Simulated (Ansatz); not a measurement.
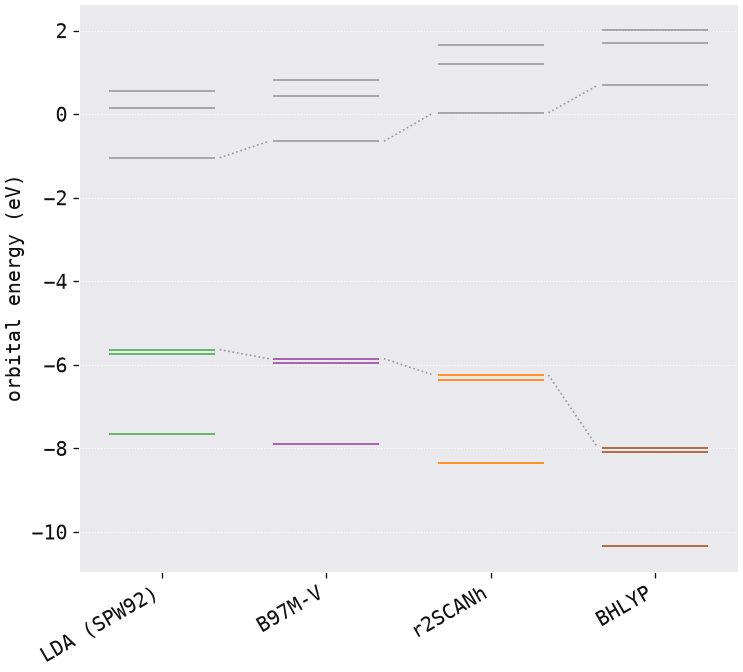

Frontier orbital energies of C₄H₁₃AlO, SMILES C[OH+][Al-]([CH3])([CH3])[CH3], singlet at one geometry, def2-TZVPP, the Ansatz code 0.2.0, at a PBE0-D4/def2-TZVP geometry (no frequency check). Empty levels are grey, levels within 0.1 eV stand side by side; all columns show the same few orbitals around the gap. Dotted lines join the HOMOs and the LUMOs.

Q: Compare the HOMO-LUMO separations.

A: The separation grows from 4.59 eV (LDA (SPW92)) to 8.67 eV (BHLYP).

| level | HOMO (eV) | LUMO (eV) | separation (eV) |
| --- | --- | --- | --- |
| LDA (SPW92) | −5.64 | −1.04 | 4.59 |
| B97M-V | −5.86 | −0.65 | 5.21 |
| r2SCANh | −6.24 | 0.03 | 6.28 |
| BHLYP | −7.98 | 0.69 | 8.67 |

Limits of at least one run: empty levels above zero depend strongly on the basis.
